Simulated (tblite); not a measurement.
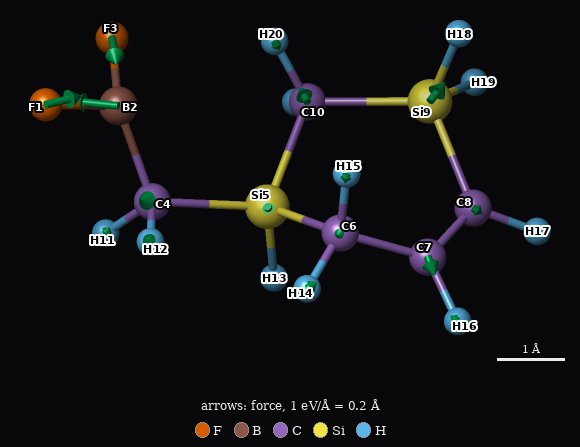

Starting geometry of C5H11BF2Si2 with the computed forces as green arrows. The picture is a ball-and-stick view, seen at a tilt.

Theory: GFN2-xTB geometry optimisation, gas phase (tblite 0.8.0). 

Question: Is this structure relaxed? If not, where do the atoms go?

Answer: It isn't relaxed: the largest force vector, on the B atom, is 4.04 eV/Å. The final displacements have little in common with the starting forces (cosine between the two patterns 0.19). The energy falls by 141.0 kJ/mol in 165 geometry steps. The largest move after the best rigid fit is that of an F atom, 1.84 Å. Largest moves by element: F 1.84 Å, H 1.07 Å, C 0.62 Å, B 0.49 Å, Si 0.31 Å. Near-neighbour distances that change, for instance: B–F 1.457 → 1.325 Å, C–Si 1.847 → 1.930 Å, C–Si 1.824 → 1.876 Å, C–Si 1.847 → 1.897 Å. Bond angles that change, for instance: F–B–C 114.4° → 123.3°, C–Si–C 113.0° → 105.6°, Si–C–H 105.3° → 111.2°. Groups turn about C–Si by about 35°, C–Si by about 30°, C–Si by about 20°. The run took 1.8 s on 1 thread of Arm Neoverse V1 (shared host).
